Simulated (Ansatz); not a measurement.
**Effect of Si → Ge on WSi2**

Start from WSi2 (space group I4/mmm, No. 139; a = 3.203 Å, c = 7.816 Å).

Perturbation: full substitution Si → Ge, then cell and atoms are relaxed.

Method: PBEsol (Ansatz, an electronic-structure program), scalar-relativistic without spin-orbit coupling. Γ-centred 20×20×20 mesh, Fermi–Dirac width 0.05 eV.

The density rises by 2.272 g/cm³, from 9.94 g/cm³ to 12.22 g/cm³ and the lattice parameter a rises by 0.102 Å, from 3.203 Å to 3.305 Å. The c/a ratio grows by 0.038, from 2.440 to 2.478 and the space group remains I4/mmm (No. 139). The shortest interatomic distance goes up by 0.0806 Å to 2.667 Å and the band gap is still zero.

Final structure:

```xyz
3
Lattice="-1.6525 1.6525 4.0957 1.6525 -1.6525 4.0957 1.6525 1.6525 -4.0957" Properties=species:S:1:pos:R:3 pbc="T T T"
W      0.0000     0.0000     0.0000
Ge     0.0000     0.0000     2.7622
Ge     0.0000     0.0000     5.4293
```

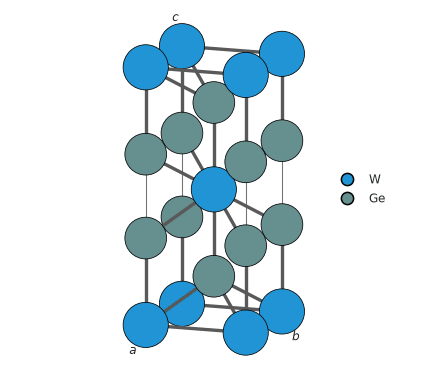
Figure. The relaxed conventional cell after the change

Whether these cells are dynamically stable was not tested. All final runs are without spin polarisation.
